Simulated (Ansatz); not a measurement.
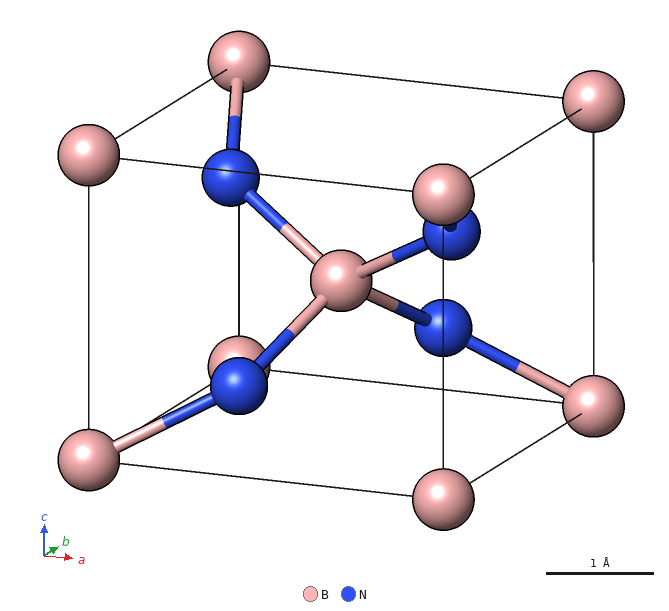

Structure drawing (ball-and-stick), viewed slightly off an axis. The wireframe shows the conventional unit cell.

> Which compound is drawn?

BN₂. The cell holds 2 B, 4 N, counting shared atoms by their share.

> To which lattice type does it belong?

Primitive tetragonal.

> Name the space group.

P-4n2 (No. 118), with B on 2a and N on 4f.

> Give the coordination environment of B.

Four N in a distorted tetrahedral arrangement at about 1.6 Å.

Its origin is a textbook structure type filled with these elements (whether it is the usual form wasn't checked). Relaxation method: DFT PBE, scalar-relativistic, plane waves, PAW (Ansatz 0.2.0).
